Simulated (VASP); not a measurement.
Band structure of InBi (space group F-43m). Calculation: PBEsol GGA, VASP's PBE PAW potentials (set 64) (plane waves; VASP).

Unless said otherwise, spin-orbit coupling is left out, though it shifts the bands of the heavy elements here.

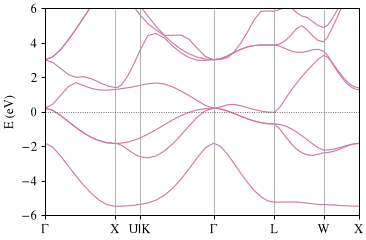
Fig. 1. Bands along high-symmetry lines, zero at the valence-band maximum or, without a gap, the Fermi level

Read the plot: is there a gap, and where are the band edges?

It has no gap at this level: it comes out as a metal or semimetal.

The structure comes from a computed database's InBi entry (F-43m); how it stands against other phases isn't given here. The cell was not relaxed at this level.
